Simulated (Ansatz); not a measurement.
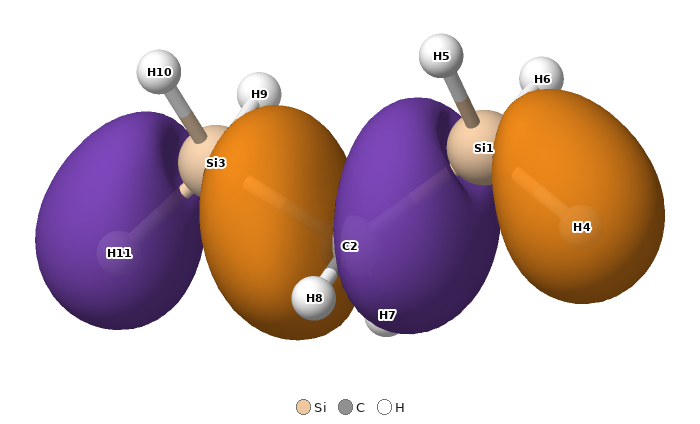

Figure 1: CH$_{8}$Si$_{2}$ (SMILES [SiH3]C[SiH3]). The HOMO at ±0.1 Å⁻³ᐟ² (orange and purple are the two phases), seen at a tilt.

Computed with Ansatz 0.2.0, RHF/cc-pVDZ.

```xyz
11

Si   -1.1843    1.0549   -0.3672
C    -0.2690   -0.6050   -0.3466
Si    1.3739   -0.6775    0.5963
H    -2.4465    0.9400   -1.1485
H    -0.3376    2.1090   -0.9905
H    -1.5238    1.4799    1.0187
H    -0.9402   -1.3598    0.0786
H    -0.0806   -0.9039   -1.3840
H     1.1668   -0.3380    2.0311
H     2.3490    0.2879    0.0185
H     1.9578   -2.0446    0.5141
```

Q: What is the character of this orbital?

A: By Hirshfeld shares it lies mainly on C2 (about 35 %), Si1 (about 20 %), Si3 (about 20 %), H4 (about 10 %) and H11 (about 10 %). Its energy is −11.75 eV.
